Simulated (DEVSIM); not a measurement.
Device: Cr/HfO2/n-Ge capacitor, at 400 K.

```csv
layer (left to right),material,thickness (nm),Nd (cm⁻³)
1,HfO2,3.30,-
2,Ge,1700,1.2e17
```

Metal gate on the left, work function 4.5 eV. Fixed charge at the semiconductor interface 5.6e11 cm⁻² (in units of +e); no interface traps.

This is a model device: material constants are rounded textbook-type values typed into the input, and sizes, dopings and lifetimes were drawn at random. Values at 300 K; Nc and Nv go as T^1.5, mobilities as T to minus their exponent, the gap by Varshni's rule with the affinity fixed.

```tsv
parameter	HfO2	Ge
gap (eV)	5.7	0.664
affinity (eV)	2.5	4
permittivity	22	16
Nc (cm⁻³)	-	1.04e19
Nv (cm⁻³)	-	6e18
Varshni α (eV/K)	-	0.000477
Varshni β (K)	-	235
```

DEVSIM, 1D Poisson equation in equilibrium, Boltzmann statistics, complete ionisation; no quantum confinement or tunnelling. Metal contacts follow the ideal Schottky-Mott rule: no Fermi-level pinning, no interface dipoles.

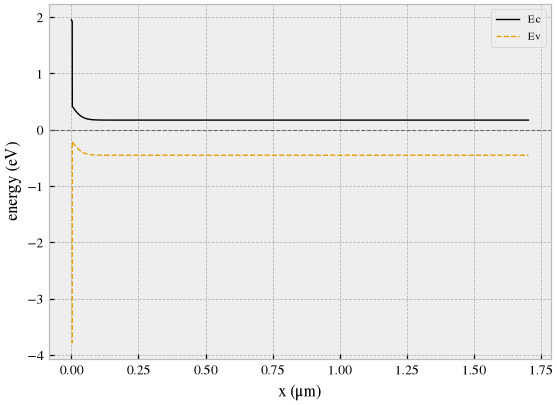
Band edges at 0.05 V on the gate

Energies count from the Fermi level of the right contact; mesh points crowd at the junctions.

```tsv
x (μm)	Ec (eV)	Ev (eV)	n (cm⁻³)	p (cm⁻³)	field (V/cm)
0.000	1.950	-3.750	< 1e2	< 1e2	-100000
0.0008757	1.941	-3.759	< 1e2	< 1e2	-100000
0.001867	1.931	-3.769	< 1e2	< 1e2	-100000
0.002838	1.921	-3.779	< 1e2	< 1e2	-100000
0.004069	0.410	-0.214	1.1e14	1.9e16	-76000
0.005937	0.396	-0.228	1.6e14	1.3e16	-73000
0.009615	0.370	-0.254	3.4e14	5.9e15	-68000
0.02079	0.303	-0.321	2.4e15	8.4e14	-52000
0.03885	0.230	-0.394	2.0e16	1.0e14	-30000
0.07439	0.177	-0.447	9.4e16	2.2e13	-5100
0.1443	0.169	-0.455	1.2e17	1.7e13	-70
0.3568	0.169	-0.455	1.2e17	1.7e13	≈ 0
0.7002	0.169	-0.455	1.2e17	1.7e13	≈ 0
1.175	0.169	-0.455	1.2e17	1.7e13	≈ 0
1.492	0.169	-0.455	1.2e17	1.7e13	≈ 0
1.597	0.169	-0.455	1.2e17	1.7e13	≈ 0
1.650	0.169	-0.455	1.2e17	1.7e13	≈ 0
1.677	0.169	-0.455	1.2e17	1.7e13	≈ 0
1.693	0.169	-0.455	1.2e17	1.7e13	≈ 0
1.699	0.169	-0.455	1.2e17	1.7e13	≈ 0
1.702	0.169	-0.455	1.2e17	1.7e13	≈ 0
1.703	0.169	-0.455	1.2e17	1.7e13	≈ 0
```
